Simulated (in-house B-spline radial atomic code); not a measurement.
# Lead: what a pseudopotential does to hybrids, RPA and G0W0

A pseudopotential made with a local or semilocal functional is often used under other methods. How large is the error for lead?

Each job solves three atoms with an in-house B-spline radial code, non-relativistic and spherical, high spin: all electrons (AE), all electrons with the core left uncorrelated (FC), and the pseudo-atom (PS, semilocal channels for the l listed, the local potential above). Empty states run to l = 8; the Hartree-Fock start is not run with a model core. The AE exchange self-energy holds core-valence exchange, which PS lacks and its potential largely offsets, so that difference is no error by itself. The code writes a record and no log. All values are calculated.

## Step 1: Pb²⁺, LDA, core 1s 2s 2p 3s 3p 3d 4s 4p 4d 4f 5s, radii × 1.3, made in [Xe] 4f14 5d10 6s2 6p2

settings reads:

```
Z = 82
electrons = 80.0
configuration = [Xe] 4f14 5d10 6s2
generated_in = [Xe] 4f14 5d10 6s2 6p2
functional = lda,vwn
core_shells = 11
radius_factor = 1.3
core_correction = False
ion_configuration = [Xe] 4f14 5d10 6s1
```

From the record: radii s 2.888, p 1.192, d 1.388, local 1.446 bohr. Reference levels, all-electron and pseudo (hartree): 5p -2.94165, -2.94165; 5d -0.90239, -0.90239; 6s -0.35718, -0.35718; 6p -0.14183, -0.14502.

Levels in eV; differences are from AE. Left out are levels of quasi-particle weight under 0.75 (0.6 for the top and for empty ones), unbound levels and those not matched in AE and PS.

| start | level | mean field AE | PS − AE | G0W0 AE | FC − AE | PS − AE | exchange self-energy PS − AE |
| --- | --- | --- | --- | --- | --- | --- | --- |
| LDA | 6s | -24.42 | -0.08 | -28.54 | +0.04 | -1.83 | -1.09 |
| LDA | 6p (empty) | -17.34 | -0.20 | -13.95 | +0.05 | -0.00 | +1.50 |
| PBE0 | 6s | -24.80 | -0.69 | -28.38 | +0.05 | -1.92 | -2.12 |
| PBE0 | 6p (empty) | -16.08 | +0.05 | -13.94 | +0.04 | +0.20 | +1.42 |
| Hartree-Fock | 6s | -26.32 | -3.24 | -28.14 | +0.05 | -2.01 | -5.48 |
| Hartree-Fock | 5d | -49.45 | +2.00 | -49.31 | +0.14 | +2.05 | +8.57 |
| Hartree-Fock | 6p (empty) | -12.87 | +0.72 | -13.87 | +0.03 | +0.74 | +1.38 |

| start | valence RPA correlation, FC (hartree) | PS (hartree) | RPA polarisability (no kernel), AE (bohr³) | PS (bohr³) | ionisation by RPA, AE (eV) | PS − AE (eV) |
| --- | --- | --- | --- | --- | --- | --- |
| LDA | -1.0653 | -1.2551 | 16.04 | 15.96 | 28.53 | +1.75 |
| PBE0 | -1.0120 | -1.1965 | 15.05 | 13.67 | 28.35 | +1.89 |
| Hartree-Fock | -0.8875 | -1.0556 | 12.83 | 8.97 | 27.94 | +2.08 |

Wall time 73 s (1 thread of Intel Xeon Platinum 8488C (Sapphire Rapids), shared host).

Its core holds an angular momentum without a channel of its own, so the local potential lets valence electrons into it.

## Step 2: Pb²⁺, PBE, core 1s 2s 2p 3s 3p 3d 4s 4p 4d 4f 5s, radii × 1, model core, made in [Xe] 4f14 5d10 6s2 6p2

settings reads:

```
Z = 82
electrons = 80.0
configuration = [Xe] 4f14 5d10 6s2
generated_in = [Xe] 4f14 5d10 6s2 6p2
functional = pbe,pbe
core_shells = 11
radius_factor = 1.0
core_correction = True
ion_configuration = [Xe] 4f14 5d10 6s1
```

From the record: radii s 2.222, p 0.917, d 1.068, local 1.113, model core 0.725 bohr. Reference levels, all-electron and pseudo (hartree): 5p -2.93975, -2.93979; 5d -0.89913, -0.89911; 6s -0.34791, -0.34791; 6p -0.13542, -0.13788.

Levels in eV; differences are from AE. Left out are levels of quasi-particle weight under 0.75 (0.6 for the top and for empty ones), unbound levels and those not matched in AE and PS.

| start | level | mean field AE | PS − AE | G0W0 AE | FC − AE | PS − AE | exchange self-energy PS − AE |
| --- | --- | --- | --- | --- | --- | --- | --- |
| PBE | 6s | -23.99 | -0.07 | -28.48 | +0.04 | -1.40 | -0.16 |
| PBE | 5d | -40.74 | -0.13 | -48.27 | +0.13 | +0.60 | +8.70 |
| PBE | 6p (empty) | -16.99 | -0.17 | -14.00 | +0.05 | +0.01 | +1.40 |
| PBE0 | 6s | -24.80 | -0.60 | -28.38 | +0.05 | -1.57 | -0.91 |
| PBE0 | 6p (empty) | -16.08 | +0.10 | -13.94 | +0.04 | +0.20 | +1.38 |

| start | valence RPA correlation, FC (hartree) | PS (hartree) | RPA polarisability (no kernel), AE (bohr³) | PS (bohr³) | ionisation by RPA, AE (eV) | PS − AE (eV) |
| --- | --- | --- | --- | --- | --- | --- |
| PBE | -1.0630 | -1.3531 | 16.44 | 16.44 | 28.52 | +1.42 |
| PBE0 | -1.0120 | -1.2846 | 15.05 | 13.97 | 28.35 | +1.56 |

Run time: 82 s. Hardware: 1 thread of Intel Xeon Platinum 8488C (Sapphire Rapids), shared host.

Its core holds an angular momentum without a channel of its own, so the local potential lets valence electrons into it.

## Step 3: Pb²⁺, PBE, core 1s 2s 2p 3s 3p 3d 4s 4p 4d 4f 5s, radii × 1.15, made in [Xe] 4f14 5d10 6s2 6p2

Changes to settings since step 2:

```diff
@@ -6,4 +6,4 @@
 core_shells = 11
-radius_factor = 1.0
-core_correction = True
+radius_factor = 1.15
+core_correction = False
 ion_configuration = [Xe] 4f14 5d10 6s1
```

From the record: radii s 2.555, p 1.054, d 1.228, local 1.279 bohr. Reference levels, all-electron and pseudo (hartree): 5p -2.93975, -2.93972; 5d -0.89913, -0.89915; 6s -0.34791, -0.34791; 6p -0.13542, -0.13732.

Levels in eV; differences are from AE. Left out are levels of quasi-particle weight under 0.75 (0.6 for the top and for empty ones), unbound levels and those not matched in AE and PS.

| start | level | mean field AE | PS − AE | G0W0 AE | FC − AE | PS − AE | exchange self-energy PS − AE |
| --- | --- | --- | --- | --- | --- | --- | --- |
| PBE | 6s | -23.99 | -0.04 | -28.48 | +0.04 | -1.47 | -0.42 |
| PBE | 6p (empty) | -16.99 | -0.13 | -14.00 | +0.05 | +0.07 | +1.44 |
| PBE0 | 6s | -24.80 | -0.57 | -28.38 | +0.05 | -1.60 | -1.19 |
| PBE0 | 6p (empty) | -16.08 | +0.07 | -13.94 | +0.04 | +0.19 | +1.39 |
| Hartree-Fock | 6s | -26.32 | -2.71 | -28.14 | +0.05 | -1.68 | -3.81 |
| Hartree-Fock | 5d | -49.45 | +1.84 | -49.31 | +0.14 | +1.74 | +8.66 |
| Hartree-Fock | 6p (empty) | -12.87 | +0.62 | -13.87 | +0.03 | +0.63 | +1.28 |

| start | valence RPA correlation, FC (hartree) | PS (hartree) | RPA polarisability (no kernel), AE (bohr³) | PS (bohr³) | ionisation by RPA, AE (eV) | PS − AE (eV) |
| --- | --- | --- | --- | --- | --- | --- |
| PBE | -1.0630 | -1.3029 | 16.44 | 16.42 | 28.52 | +1.47 |
| PBE0 | -1.0120 | -1.2430 | 15.05 | 13.97 | 28.35 | +1.58 |
| Hartree-Fock | -0.8875 | -1.0959 | 12.83 | 9.57 | 27.94 | +1.72 |

Run time: 78 s. Hardware: 1 thread of Intel Xeon Platinum 8488C (Sapphire Rapids), shared host.

Its core holds an angular momentum without a channel of its own, so the local potential lets valence electrons into it.

## Step 4: Pb²⁺, PBE, core 1s 2s 2p 3s 3p 3d 4s 4p 4d 4f 5s, radii × 1.15, model core, made in [Xe] 4f14 5d10 6s2 6p2

Changes to settings since step 3:

```diff
@@ -7,3 +7,3 @@
 radius_factor = 1.15
-core_correction = False
+core_correction = True
 ion_configuration = [Xe] 4f14 5d10 6s1
```

From the record: radii s 2.555, p 1.054, d 1.228, local 1.279, model core 0.725 bohr. Reference levels, all-electron and pseudo (hartree): 5p -2.93975, -2.93972; 5d -0.89913, -0.89915; 6s -0.34791, -0.34791; 6p -0.13542, -0.13732.

Levels in eV; differences are from AE. Left out are levels of quasi-particle weight under 0.75 (0.6 for the top and for empty ones), unbound levels and those not matched in AE and PS.

| start | level | mean field AE | PS − AE | G0W0 AE | FC − AE | PS − AE | exchange self-energy PS − AE |
| --- | --- | --- | --- | --- | --- | --- | --- |
| PBE | 6s | -23.99 | -0.05 | -28.48 | +0.04 | -1.47 | -0.42 |
| PBE | 6p (empty) | -16.99 | -0.13 | -14.00 | +0.05 | +0.07 | +1.44 |
| PBE0 | 6s | -24.80 | -0.60 | -28.38 | +0.05 | -1.63 | -1.22 |
| PBE0 | 6p (empty) | -16.08 | +0.14 | -13.94 | +0.04 | +0.26 | +1.41 |

| start | valence RPA correlation, FC (hartree) | PS (hartree) | RPA polarisability (no kernel), AE (bohr³) | PS (bohr³) | ionisation by RPA, AE (eV) | PS − AE (eV) |
| --- | --- | --- | --- | --- | --- | --- |
| PBE | -1.0630 | -1.3029 | 16.44 | 16.42 | 28.52 | +1.48 |
| PBE0 | -1.0120 | -1.2398 | 15.05 | 13.91 | 28.35 | +1.62 |

Run time: 73 s. Hardware: 1 thread of Intel Xeon Platinum 8488C (Sapphire Rapids), shared host.

Its core holds an angular momentum without a channel of its own, so the local potential lets valence electrons into it.

## Step 5: Pb²⁺, PBE, core 1s 2s 2p 3s 3p 3d 4s 4p 4d 4f 5s, radii × 1.3, model core, made in [Xe] 4f14 5d10 6s2 6p2

Changes to settings since step 4:

```diff
@@ -6,3 +6,3 @@
 core_shells = 11
-radius_factor = 1.15
+radius_factor = 1.3
 core_correction = True
```

From the record: radii s 2.888, p 1.192, d 1.388, local 1.446, model core 0.725 bohr. Reference levels, all-electron and pseudo (hartree): 5p -2.93975, -2.93976; 5d -0.89913, -0.89913; 6s -0.34791, -0.34791; 6p -0.13542, -0.13847.

Levels in eV; differences are from AE. Left out are levels of quasi-particle weight under 0.75 (0.6 for the top and for empty ones), unbound levels and those not matched in AE and PS.

| start | level | mean field AE | PS − AE | G0W0 AE | FC − AE | PS − AE | exchange self-energy PS − AE |
| --- | --- | --- | --- | --- | --- | --- | --- |
| PBE | 6s | -23.99 | -0.07 | -28.48 | +0.04 | -1.72 | -1.10 |
| PBE | 5d | -40.74 | -0.08 | -48.27 | +0.13 | +0.90 | +8.66 |
| PBE | 6p (empty) | -16.99 | -0.20 | -14.00 | +0.05 | +0.04 | +1.45 |
| PBE0 | 6s | -24.80 | -0.68 | -28.38 | +0.05 | -1.88 | -2.03 |
| PBE0 | 6p (empty) | -16.08 | +0.12 | -13.94 | +0.04 | +0.26 | +1.44 |

| start | valence RPA correlation, FC (hartree) | PS (hartree) | RPA polarisability (no kernel), AE (bohr³) | PS (bohr³) | ionisation by RPA, AE (eV) | PS − AE (eV) |
| --- | --- | --- | --- | --- | --- | --- |
| PBE | -1.0630 | -1.2562 | 16.44 | 16.36 | 28.52 | +1.72 |
| PBE0 | -1.0120 | -1.1959 | 15.05 | 13.72 | 28.35 | +1.86 |

Run time: 71 s. Hardware: 1 thread of Intel Xeon Platinum 8488C (Sapphire Rapids), shared host.

Its core holds an angular momentum without a channel of its own, so the local potential lets valence electrons into it.

## Step 6: Results

Of the filled levels shown, the one that moves most in G0W0 on the functional of the generation (eV):

| pseudo-atom | level | PS − AE | FC − AE | exchange self-energy PS − AE |
| --- | --- | --- | --- | --- |
| Pb²⁺, LDA, core 1s 2s 2p 3s 3p 3d 4s 4p 4d 4f 5s, radii × 1.3, made in [Xe] 4f14 5d10 6s2 6p2 | 6s | -1.83 | +0.04 | -1.09 |
| Pb²⁺, PBE, core 1s 2s 2p 3s 3p 3d 4s 4p 4d 4f 5s, radii × 1, model core, made in [Xe] 4f14 5d10 6s2 6p2 | 6s | -1.40 | +0.04 | -0.16 |
| Pb²⁺, PBE, core 1s 2s 2p 3s 3p 3d 4s 4p 4d 4f 5s, radii × 1.15, made in [Xe] 4f14 5d10 6s2 6p2 | 6s | -1.47 | +0.04 | -0.42 |
| Pb²⁺, PBE, core 1s 2s 2p 3s 3p 3d 4s 4p 4d 4f 5s, radii × 1.15, model core, made in [Xe] 4f14 5d10 6s2 6p2 | 6s | -1.47 | +0.04 | -0.42 |
| Pb²⁺, PBE, core 1s 2s 2p 3s 3p 3d 4s 4p 4d 4f 5s, radii × 1.3, model core, made in [Xe] 4f14 5d10 6s2 6p2 | 6s | -1.72 | +0.04 | -1.10 |

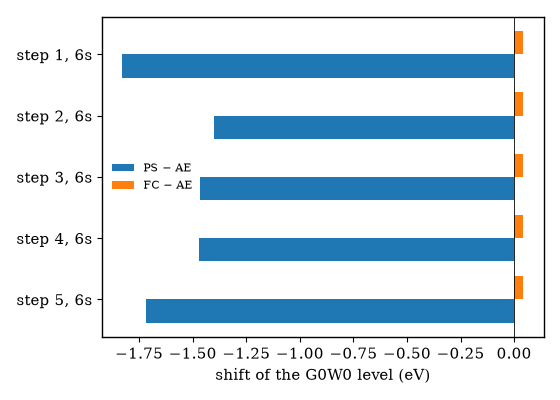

Shift of the level that moves most, for each pseudo-atom in the order of the table.

For these levels the shift runs from 1.40 eV (Pb²⁺, PBE, core 1s 2s 2p 3s 3p 3d 4s 4p 4d 4f 5s, radii × 1, model core, made in [Xe] 4f14 5d10 6s2 6p2) to 1.83 eV (Pb²⁺, LDA, core 1s 2s 2p 3s 3p 3d 4s 4p 4d 4f 5s, radii × 1.3, made in [Xe] 4f14 5d10 6s2 6p2). On other starts it reaches +2.05 eV (5d, Hartree-Fock). Leaving the core uncorrelated explains little of it; the rest belongs to the pseudopotential itself, whose orbitals are smooth and whose core-valence exchange stays at the level of its own functional. The warnings of steps 1, 2, 3, 4, 5 apply, and can be the main cause there. Without relativity so heavy an atom is a model system. The radii follow a simple rule and aren't optimised.
